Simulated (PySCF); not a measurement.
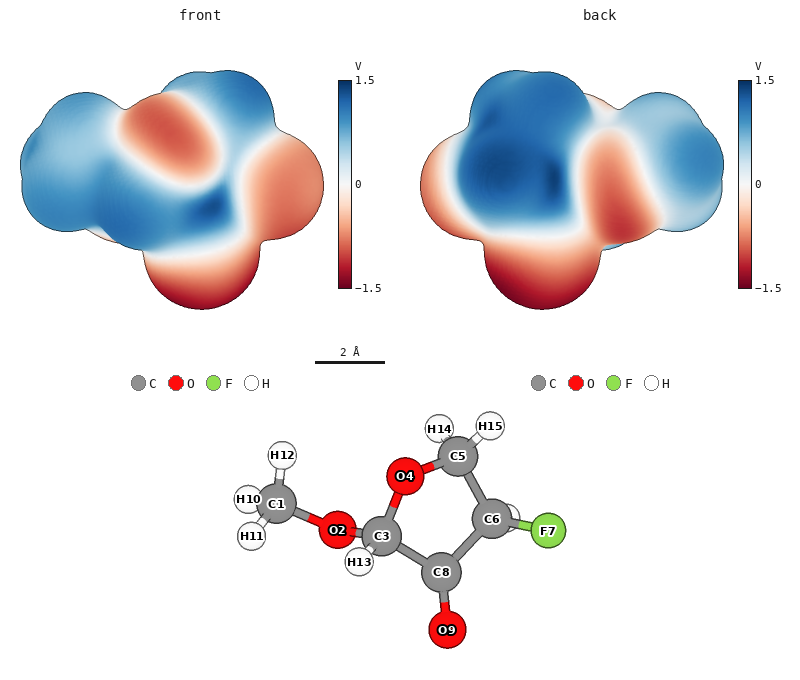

Figure 1: C5H7FO3. The electrostatic potential painted on the density surface at 0.002 e/bohr³, seen from the front and from behind; red is negative and blue positive. The bare structure is drawn below in the same view.

Geometry: GFN2-xTB.

The calculation used PBE0/def2-SVPD, SCF density, gas phase (PySCF).

```
atom    x (Å)    y (Å)    z (Å)
   C   2.4072  -0.4585   0.4592
   O   1.1763  -0.7610  -0.1731
   C   0.4411   0.3714  -0.5364
   O  -0.1038   1.0502   0.5575
   C  -1.3151   0.4076   0.9311
   C  -1.9323  -0.1511  -0.3511
   F  -2.9528   0.6463  -0.8119
   C  -0.7611  -0.1390  -1.3457
   O  -0.7832  -0.4485  -2.4938
   H   2.8481  -1.4170   0.7216
   H   3.0696   0.0827  -0.2239
   H   2.2472   0.1411   1.3593
   H   1.0588   1.0857  -1.1006
   H  -1.1082  -0.4021   1.6403
   H  -1.9527   1.1603   1.3957
   H  -2.3466  -1.1592  -0.2444
```

**Where is the surface potential most negative and most positive?**

The most negative region (about −1.4 V, or −32 kcal/mol for a unit charge) lies over O9, the most positive (about +1.3 V, or +30 kcal/mol for a unit charge) over C6, C8 and H16. O9 is the likeliest acceptor of a hydrogen bond.

**How polar is the molecule by this calculation?**

Its dipole moment is 3.33 D.
